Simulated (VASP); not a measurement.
Band structure of SnO (litharge). All values below come from rev-vdW-DF2, VASP's PBE PAW potentials (set 64) (plane waves; VASP).

Unless said otherwise, spin-orbit coupling is left out, though it shifts the bands of the heavy elements here.

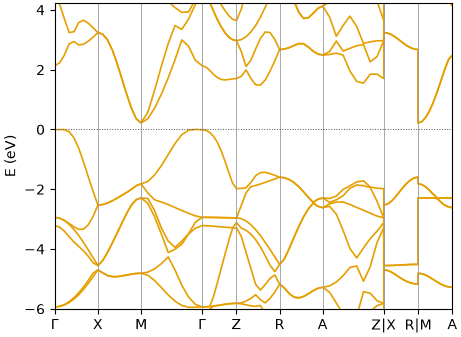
Fig. 1. Bands along high-symmetry lines, zero at the valence-band maximum or, without a gap, the Fermi level

### Question
Read the plot: is there a gap, and where are the band edges?

### Answer
The gap is indirect, 0.22 eV, from the valence maximum at M-Γ at 0.89 to the conduction minimum at M. (Edges off the drawn lines would not show.)

Measured: gap 0.70 eV (computed value off by -0.48 eV), as given by David Waroquiers et al., Physical Review B (2013), arXiv:1302.6756.

The compound is SnO in the litharge structure. It was relaxed first.
